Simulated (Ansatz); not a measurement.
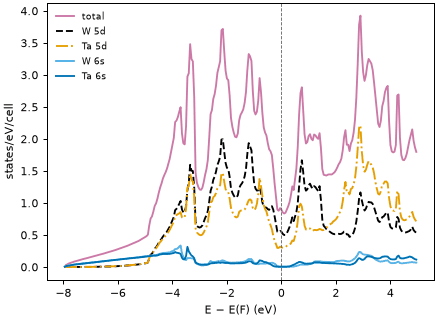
Figure: Total and projected density of states of TaW (rock salt, Fm-3m), PBEsol in the plane-wave PAW code Ansatz

Problem. Which orbitals carry the states next to the Fermi level?

Solution. Within 0.5 eV of the Fermi level: W 5d 57 %, Ta 5d 35 %. Projections are on Löwdin-orthogonalised atomic valence shells; empty p or d shells of many metals are not among them.

Problem. Where is the tallest occupied peak in this window, and what makes it?

Solution. Near -2.1 eV, about 3.7 states/eV per cell; the largest projected share is W 5d.

The start of the workflow was typed in or built on a structure type; neither database checked (COD, Materials Project) lists it. Whether it is the stable phase at ambient conditions was not checked. Symmetry was held in the PBEsol relaxation. At this level the phase is mechanically unstable. No spin polarisation was allowed. Its formation energy is positive at this level, so the cell may be metastable or incomplete. Scalar-relativistic: spin–orbit coupling is off unless named, which matters more the heavier the elements.

Potentials: the earlier of the program's two PAW sets. The files were generated under PBE; for other functionals the program regenerates the frozen cores, and for LDA and PBEsol the local potential too.
